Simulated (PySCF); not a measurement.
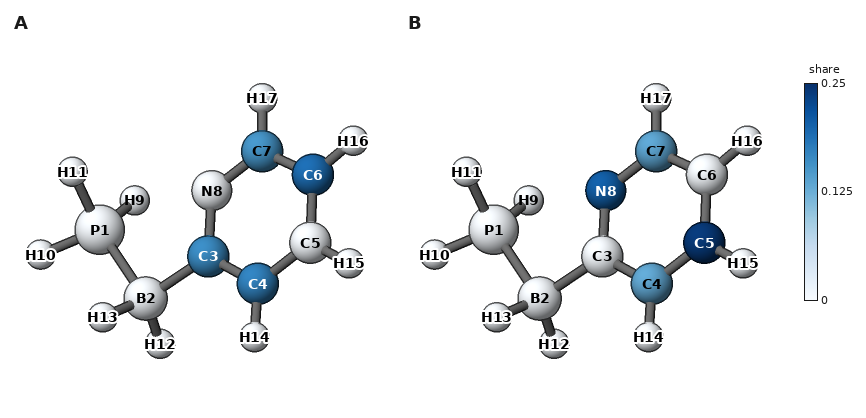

Each panel colours the atoms by their Löwdin share in one orbital (up to four of the largest shares; other atoms are shown as zero). The computed structure is the end point of a PBE0-D3(BJ)/def2-SVP optimisation. No frequency run is at hand to confirm it as a minimum. Level of theory: CAM-B3LYP/def2-SVPD in water (IEF-PCM) (PySCF 2.14.0).

> The panels show the HOMO, LUMO, in some order. Which is which?

A: HOMO, −8.28 eV; C6 0.19, C4 0.17, C3 0.16, C7 0.15
B: LUMO, 0.41 eV; C5 0.24, N8 0.20, C7 0.14, C4 0.13
